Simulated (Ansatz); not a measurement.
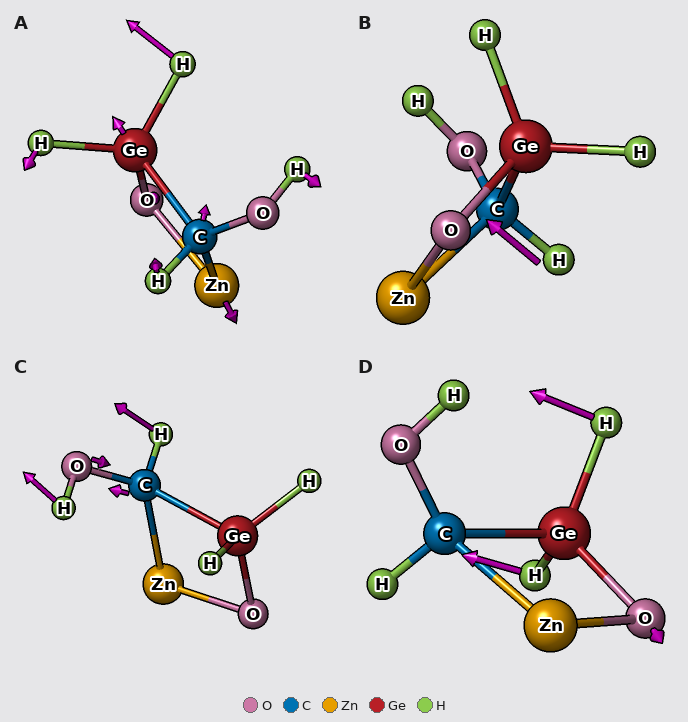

4 normal modes of one molecule or complex, as arrows. Harmonic vibrations computed with RKS PBE0-D4/def2-TZVP (Ansatz 0.2.0) at a stationary point of the same level.

### Match the panels to the wavenumbers 239 cm⁻¹, 747 cm⁻¹, 1130 cm⁻¹, 3103 cm⁻¹.

A: 239 cm⁻¹
B: 3103 cm⁻¹, C–H stretching
C: 1130 cm⁻¹
D: 747 cm⁻¹
